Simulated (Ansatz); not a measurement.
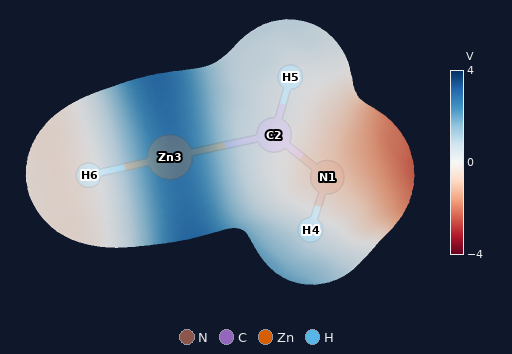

The picture shows: CH₃NZn (SMILES N=[CH][ZnH]). The molecular electrostatic potential painted on the density surface at 0.004 e/bohr³, seen across its widest extent; red is negative and blue positive.

All numbers below come from Ansatz 0.2.0, RKS PBE0-D4/def2-SVP.

```xyz
6

N    -0.8839   -0.9614   -0.9351
C    -0.1864    0.0793   -0.6889
Zn    0.7078    0.6329    0.9876
H    -0.9593   -1.5644   -0.1066
H    -0.0816    0.7582   -1.5633
H     1.4034    1.0554    2.3064
```

Q: Describe the electrostatic potential map.

A: The most negative region (about −2.4 V, or −55 kcal/mol for a unit charge) lies over N1, the most positive (about +3.0 V, or +69 kcal/mol for a unit charge) over Zn3. N1 is the likeliest acceptor of a hydrogen bond.
